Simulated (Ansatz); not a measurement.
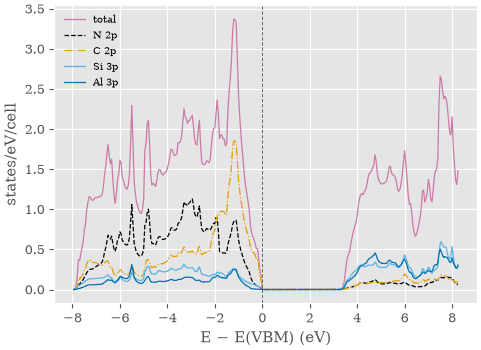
Total and projected density of states of AlSiCN in space group P3m1 (No. 156; Al on 1b, Si on 1c, C on 1b, N on 1c), LDA (plane waves, PAW; program Ansatz)

Problem. Which orbitals carry the states next to the gap?

Solution. Top 1 eV of the valence band: C 2p 62 %, N 2p 22 %, Si 3p 8 %. Bottom 1 eV of the conduction band: Si 3p 28 %, Al 3p 24 %, N 2s 7 %, N 2p 6 %, C 2s 6 %, C 2p 6 %, outside the projected shells 19 %. Projections are on Löwdin-orthogonalised atomic valence shells; empty p or d shells of many metals are not among them.

Problem. Where is the tallest occupied peak in this window, and what makes it?

Solution. Near -1.2 eV, about 3.4 states/eV per cell; the largest projected share is C 2p.

The workflow started from a Materials Project entry (that database holds measured and hypothetical structures alike); the Crystallography Open Database copy checked does not list it. Its standing as an ambient phase is unchecked. The cell was relaxed with LDA under the symmetry of its start; its stability against distortions is not shown here.

Potentials: the later of the program's two PAW sets.
